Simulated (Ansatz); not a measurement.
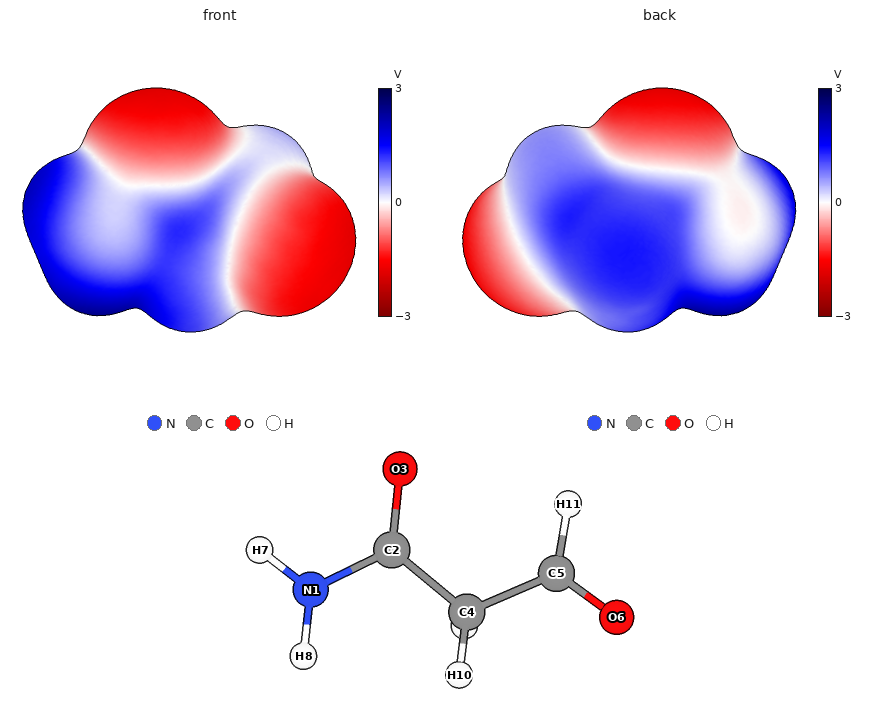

The picture shows: C$_{3}$H$_{5}$NO$_{2}$ (SMILES NC(=O)CC=O). The molecular electrostatic potential painted on the density surface at 0.001 e/bohr³, seen from the front and from behind; the colour scale runs from red (negative) to blue (positive). The bare structure is drawn below in the same view.

The fields and orbitals are those of the mean-field reference, not of the correlated method.

These are results of MP2, Gaussian basis in Ansatz 0.2.0, not measurements.

```
atom    x (Å)    y (Å)    z (Å)
   N  -1.3376  -1.3028  -0.3223
   C  -0.8221  -0.1167   0.1132
   O  -1.4932   0.6482   0.7952
   C   0.5779   0.1770  -0.3444
   C   1.2664   1.1855   0.5245
   O   2.4420   1.0756   0.8661
   H  -2.2564  -1.5574   0.0199
   H  -0.7645  -2.0352  -0.7197
   H   0.5294   0.5793  -1.3611
   H   1.1697  -0.7441  -0.3503
   H   0.6885   2.0907   0.7790
```

> Where is the surface potential most negative and most positive?

The most negative region (about −1.7 V) lies over O3 and O6, the most positive (about +2.4 V) over H8.
